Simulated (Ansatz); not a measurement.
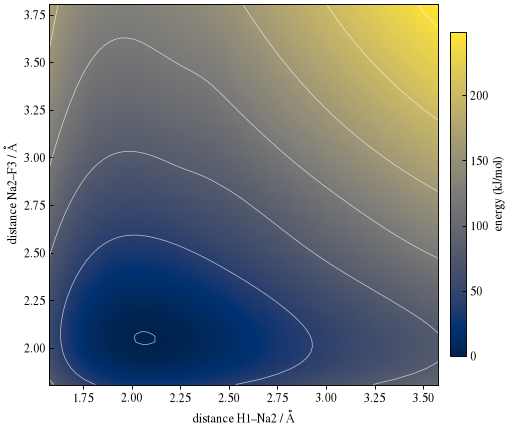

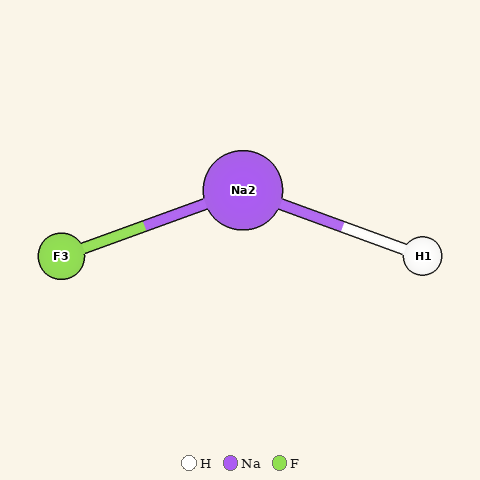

Energy landscape of the system H⁻ + NaF. The first coordinate is: distance H1–Na2; the second: distance Na2–F3. Nothing is relaxed (the angle H1–Na2–F3 is fixed at 140 degrees). The scan uses a 17 × 17 grid. Points are written as (first, second). Energies are in kJ/mol, from the lowest grid point. The reference is spin-restricted, so regions where a bond is pulled apart into radicals lie too high. Level of theory: RKS PBE0-D4/aug-cc-pVTZ in Ansatz.

Drawn: a smooth colour map with a few white contour lines. Between grid points the surface is interpolated. The second picture is the structure at the lowest point.

Q: Where are the wells?

A: The lowest grid point is at (2.017 Å, 2.035 Å). No other kind of well shows on this grid. The highest grid point, (3.576 Å, 3.808 Å), lies 249 kJ/mol above the lowest.

The input of one point:

```yaml
crystal:
  periodic: [false, false, false]
  atoms:
    - { symbol: H, position_ang: [-2.017, 0.0, 0.0] }
    - { symbol: Na, position_ang: [0.0, 0.0, 0.0] }
    - { symbol: F, position_ang: [1.5589, 1.308073, 0.0] }
total_charge: -1
basis:
  gaussian: { orbitals: aug-cc-pVTZ }
hamiltonian:
  xc: pbe0
  dispersion: d4
output:
  forces: true
```

Each point was launched as `ansatz run input.yaml --threads 1 --pin off --max-ram 2560MiB --backend cpu --events-out ev --progress --plain --runs-dir out`. Time for the 289 points that were run: 9.6 min on 1 thread of Intel(R) Xeon(R) Platinum 8488C (Sapphire Rapids) (shared host).
